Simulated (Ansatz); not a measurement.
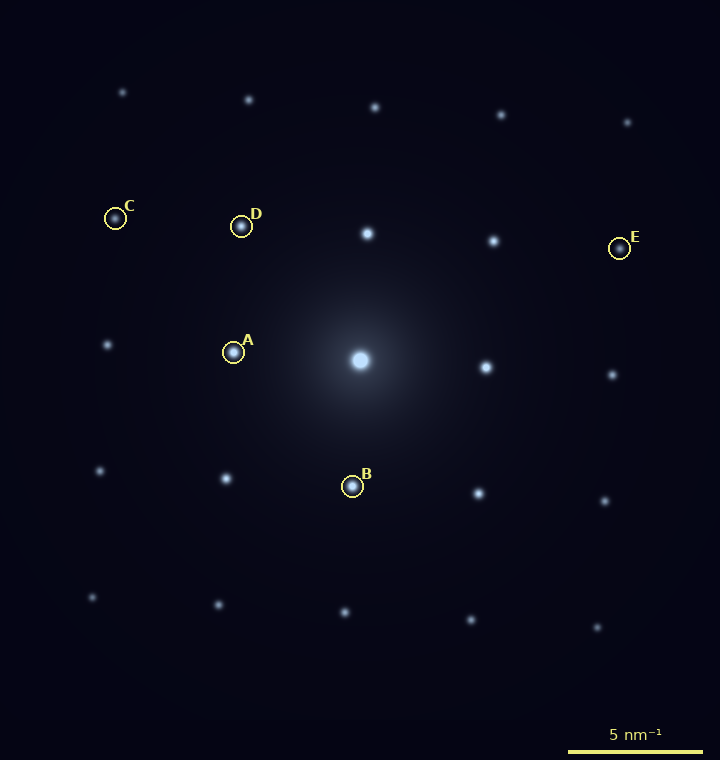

The pattern is a kinematic simulation for 300 kV electrons (no multiple scattering; isotropic B = 0.5 Å²). The zone axis points towards the electron source and the pattern is seen from the source side.

The sample is V, space group Im-3m (No. 229), a = 2.98 Å. Structure: the input geometry of an electronic-structure calculation (not necessarily at equilibrium).

Spot A is indexed -1 -1 0 and spot B 1 -1 0.

Index the other marked spots.

Answer. C = 2A − B = -3 -1 0 (d = 0.943 Å). D = A − B = -2 0 0 (d = 1.491 Å). E = −2A − B = 1 3 0 (d = 0.943 Å).

Give [uvw].

Answer. The cross product of A and B is parallel to [001]; every spot obeys hu + kv + lw = 0.

What are the spacings of A and B and the angle between them?

Answer. d(A) = 2.109 Å, d(B) = 2.109 Å, and the angle is 90.0°.
